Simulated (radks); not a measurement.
Run report: Al⁷⁺, atomic calculation

- system: Al⁷⁺ (Z = 13, 6 electrons) in the configuration [He] 2s2 2p2 (2p1/2: 2).
- method: Dirac Kohn-Sham, BLYP, spin-unpolarised, spherical densities, point nucleus (the in-house radial solver radks)

### Summary

| quantity | value |
| --- | --- |
| outcome | converged |
| total energy | −214.703592 hartree |
| kinetic energy | 215.475486 hartree |
| electron–nucleus energy | −466.290484 hartree |
| Hartree energy | 48.996231 hartree |
| exchange–correlation energy | −12.884826 hartree |
| radius at density 0.001 e/bohr³ | 1.54 bohr |
| SCF iterations | 13 |
| hardware | 1 CPU thread, shared host |

### Input file
```
Z 13
configuration [He] 2s2 2p2
relativity Dirac
functional b88,lyp
spin unpolarised
j_filling energy
nucleus point
c 137.035999084
```

Energies in input and log are in hartree, lengths in bohr.

### Log
```
1s1/2   1   2.0000         -64.37023200
2s1/2   1   2.0000         -10.71484993
2p1/2   1   2.0000          -9.56210744
2p3/2   1   0.0000          -9.53814684
Etot -214.70359234296188
Ekin 215.47548572524602
Encl -466.29048350163396
Eh 48.99623114632874
Exc -12.884825712902684
err 1.771126968653274e-09
it 13
```

### Slater integrals of the outer shells (hartree)

| integral | value |
| --- | --- |
| F0(2p1/2,2p1/2) | 1.8534 |
| F2(2p1/2,2p1/2) | 0.8751 |
| F0(2p1/2,2s1/2) | 1.7244 |
| G1(2p1/2,2s1/2) | 1.0081 |
| F0(2p1/2,1s1/2) | 2.5463 |
| G1(2p1/2,1s1/2) | 0.4032 |
| F0(2p1/2,2p3/2) | 1.8507 |
| F2(2p1/2,2p3/2) | 0.8742 |

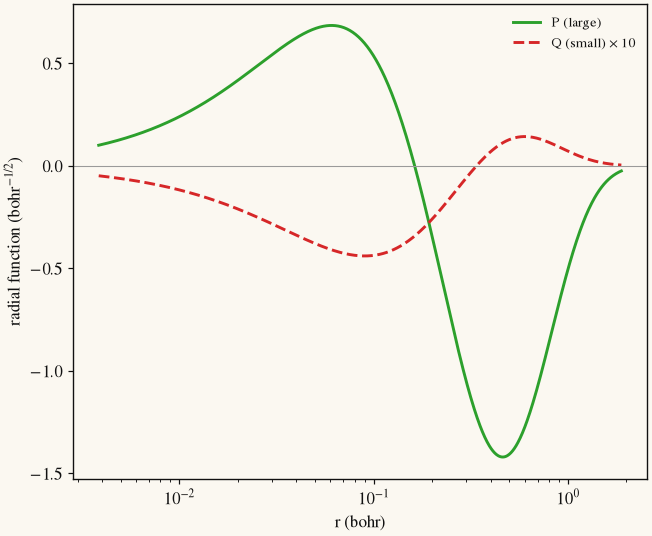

Fig. 1: The large and small radial components of one occupied spinor. It is 2s1/2. The spinor has κ = −1: the large component has l = 0 and 1 radial node (r = 0.163 bohr), the small one has l = 1. The small component carries 0.038 % of the norm; ⟨r⟩ = 0.551 bohr and the eigenvalue is −291.6 eV. The nodes of P give n − l − 1 and its extent picks the shell; Q has as many nodes as P for κ < 0 and one more for κ > 0.

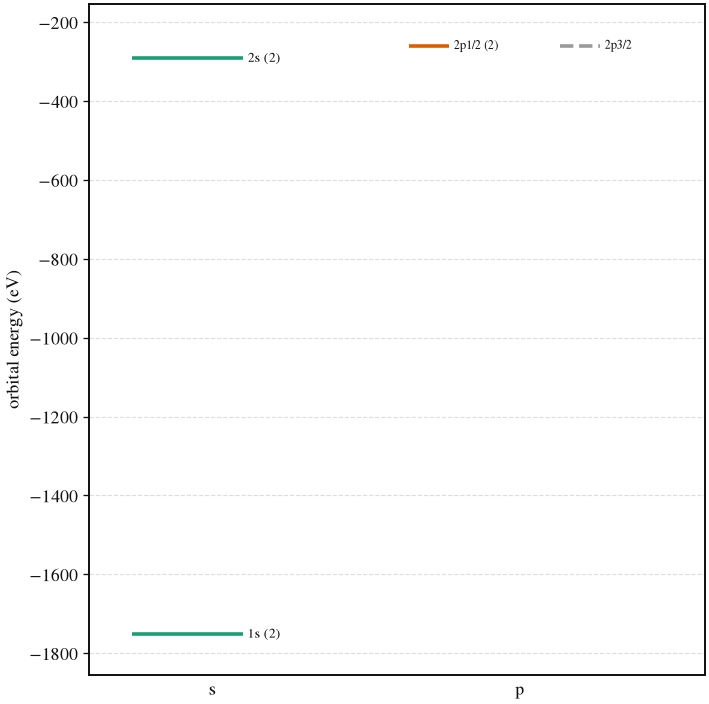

Fig. 2: The outer levels are drawn by angular momentum (occupations in brackets, the lower j at the left of each column, empty levels dashed). The highest occupied level is 2p1/2 at −260.2 eV. From the top down the occupied levels run 2p1/2 (−260.2 eV), 2s (−291.6 eV), 1s (−1752 eV). The lowest empty level drawn is 2p3/2 at −259.5 eV. Spin-orbit splittings: 2p 0.652 eV.

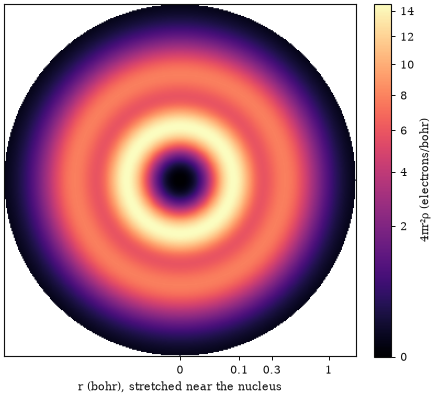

Fig. 3: The radial density 4πr²ρ as a disc about the nucleus, with the radius drawn as r to the power 0.4. There are 2 maxima, at r = 0.0780 and 0.422 bohr, parted by a minimum at 0.241 bohr, inside which lie 2.2 electrons.

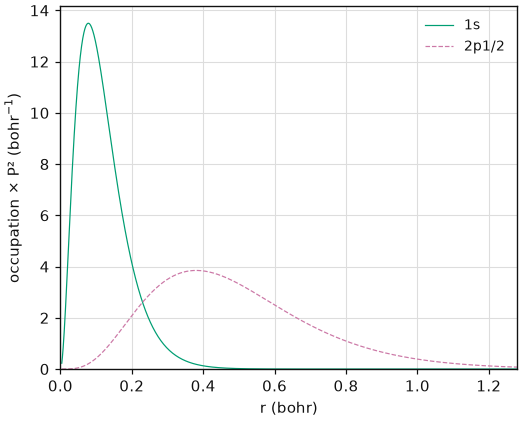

Fig. 4: The radial probability densities P² (large components) of 1s and 2p1/2, each times its occupation. 1s: outer maximum at 0.0783 bohr, ⟨r⟩ = 0.120 bohr, 0 nodes, eigenvalue −1752 eV; 2p1/2: outer maximum at 0.380 bohr, ⟨r⟩ = 0.492 bohr, 0 nodes, eigenvalue −260.2 eV.
